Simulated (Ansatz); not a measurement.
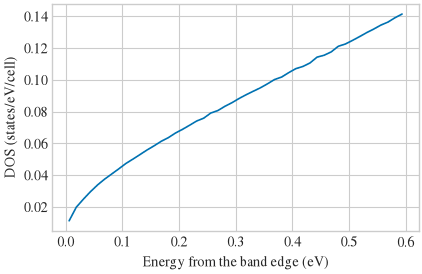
Fig. 1. Density of states of Al2O3 (R-3c) above the conduction band minimum, PBEsol, rigid bands run with Ansatz (a quantum-chemistry and plane-wave program); cell volume 85.6 Å³.

Problem. What effective density of states at 300 K does this give (∫ g(E) exp(−E/k_BT) dE, both spins, divided by the cell's size)?

Solution. 6.3e18 cm⁻³, a density-of-states mass of 0.40 mₑ, valleys and band degeneracy included.

Spin-orbit coupling is left out. Geometry: cell and atoms relaxed with PBEsol.
